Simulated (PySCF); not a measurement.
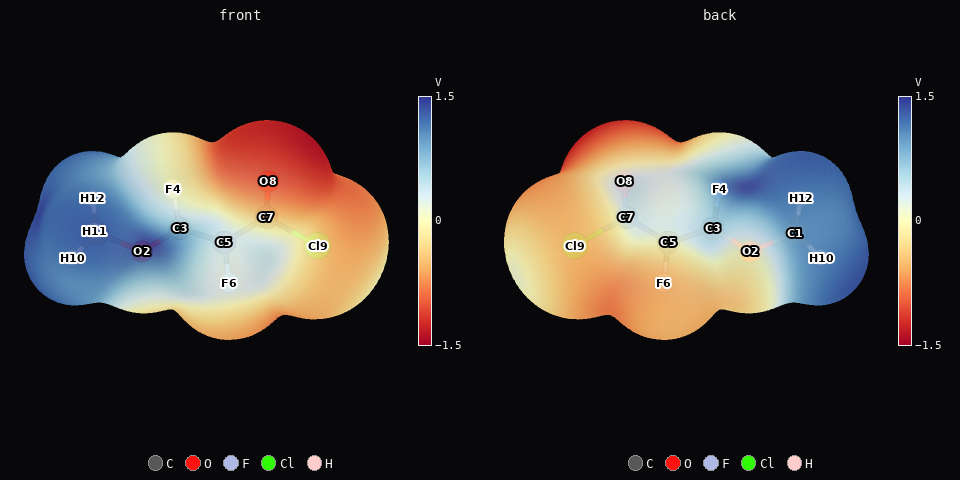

*C4H3ClF2O2 (SMILES CO/C(F)=C(\F)C(=O)Cl). The electrostatic potential painted on the density surface at 0.001 e/bohr³, seen from the front and from behind; red is negative and blue positive.*

Geometry: GFN2-xTB.

These are results of PBE0/def2-SVPD, SCF density, gas phase (PySCF 2.14.0), not measurements.

```xyz
12

C    -2.3087    0.0467   -0.3987
O    -1.1782    0.2049    0.4521
C     0.0156   -0.0132   -0.0457
F     0.0619   -0.3700   -1.3257
C     1.1654    0.1053    0.6650
F     1.0524    0.4701    1.9585
C     2.4903   -0.1339    0.1226
O     2.7611   -0.4585   -0.9918
Cl    3.7471    0.1130    1.3298
H    -3.1704    0.2749    0.2232
H    -2.2604    0.7375   -1.2431
H    -2.3749   -0.9774   -0.7721
```

### Which sites attract a positive test charge, and which a negative one?

A positive charge is drawn to the negative regions and a negative charge to the positive ones. The most negative region (about −1.4 V) lies over O8, the most positive (about +1.4 V) over C1, C3, H11 and H12. O8 is the likeliest acceptor of a hydrogen bond.
